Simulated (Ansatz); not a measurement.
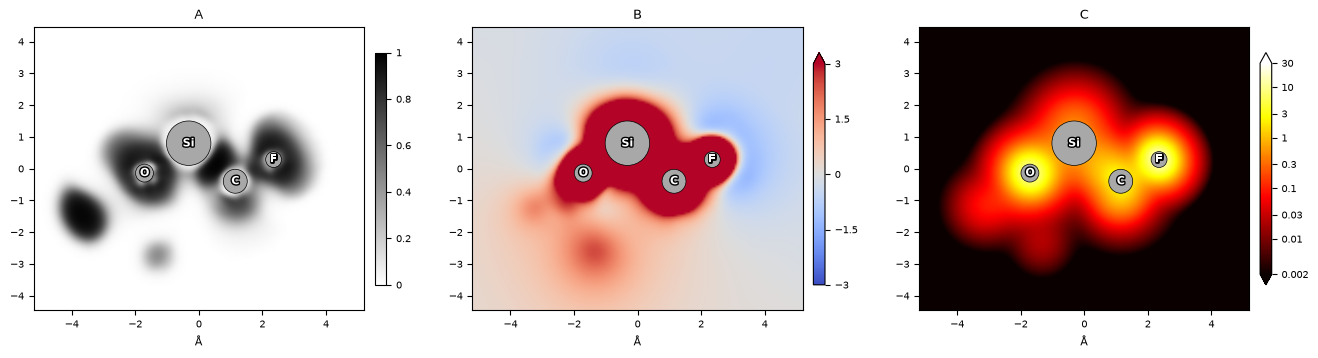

C₂H₇FO₃Si (SMILES OCO[SiH](O)CF): 3 fields on the plane of atoms O3, Si4 and C6, with unlabelled colour scales. Grey discs cover the atomic cores.

Method: RKS B3LYP-D4/def2-SVP (Ansatz 0.2.0).

> The panels show electron density, electron localisation function and electrostatic potential in some order. Assign them.

Panel A: electron localisation function. Panel B: electrostatic potential (strongly positive close to the atoms, with negative regions outside electron-rich atoms). Panel C: electron density. From the grid: C–F (1.39 Å): the density is about 2 e/Å³ at the midpoint, with its minimum of 1.6 e/Å³ about 0.5 Å from C; the ELF peaks at about 0.85 between the atoms, as expected for a polar covalent bond. Si–O (1.68 Å): ρ at the midpoint is about 1 e/Å³; the ELF peaks at about 0.90 between the atoms: a polar covalent bond.
